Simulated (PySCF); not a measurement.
```tsv
atom	x (Å)	y (Å)	z (Å)
C	2.0666	0.1077	-0.2659
C	0.9580	-0.5213	-0.4844
S	-0.4647	-0.3828	0.7783
C	-1.7089	0.5147	-0.1921
O	0.0315	0.4208	1.8373
O	-0.8564	-1.7342	0.9770
H	2.9046	0.0299	-0.9601
H	2.2622	0.7437	0.5887
H	0.6497	-1.2131	-1.2496
H	-2.5624	0.6507	0.4699
H	-1.9847	-0.0922	-1.0478
H	-1.2943	1.4754	-0.4772
```

Geometry: GFN2-xTB.

Method: UKS B3LYP, pcH-1 on C H O S, non-relativistic, mean-field spin-orbit, GIAO (PySCF).

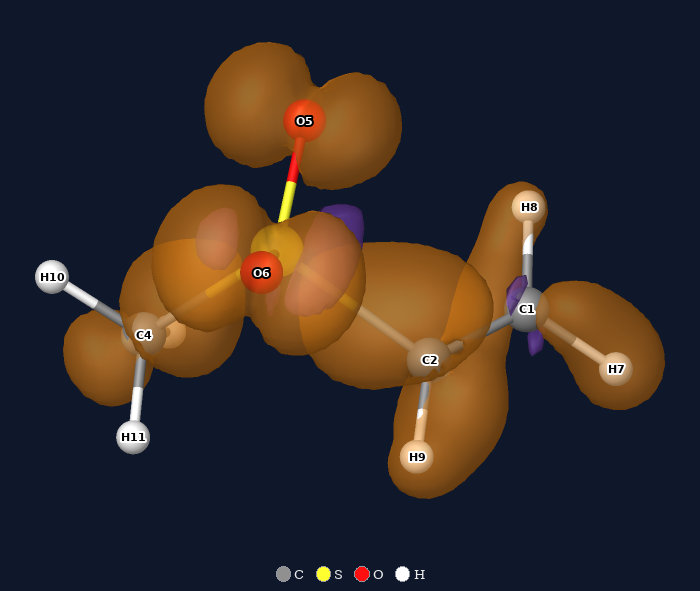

C₃H₆O₂S (SMILES [CH2][CH+]S(C)(=O)=O) (charge +1, doublet). Isosurfaces of the spin density at +0.02 (orange) and −0.02 e/Å³ (purple), seen across its widest extent.

### Where is the unpaired spin?

The unpaired spin (1 electron) lies mostly on O6 (about 0.3), C2 (about 0.2), O5 (about 0.2), C4 (about 0.1) and S3 (about 0.1), in electrons by Hirshfeld's partition.
